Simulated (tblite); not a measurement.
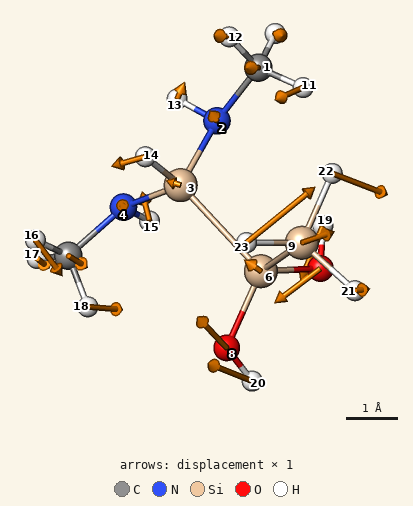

A relaxation of C$_{2}$H$_{14}$N$_{2}$O$_{2}$Si$_{3}$. The starting structure is drawn; orange arrows show the displacements, at their true length. The two geometries are superimposed by the best rigid fit.

Style: ball-and-stick. Shown at a tilt.

These are results of GFN2-xTB geometry optimisation, gas phase in tblite 0.8.0, not measurements. 

What did the optimiser do to the structure, and how much energy did it gain?

An H atom moves most after the best rigid fit: 1.81 Å. By element the largest moves are H 1.81 Å, O 1.34 Å, Si 0.87 Å, C 0.74 Å, N 0.38 Å. Among the contacts that change: Si–Si 2.363 → 2.315 Å, N–Si 1.704 → 1.732 Å, C–N 1.470 → 1.443 Å, H–Si 1.494 → 1.469 Å. Among the angles between lasting bonds that change: Si–Si–Si 102.9° → 123.1°, Si–N–H 104.1° → 115.1°, Si–N–H 107.7° → 117.3°. Groups turn about Si–Si by about 50°, O–Si by about 35°, N–Si by about 25°. The energy falls by 53.7 kJ/mol in 237 geometry steps. Cost: 5 s on 1 thread of Arm Neoverse N1, with other jobs on the host.
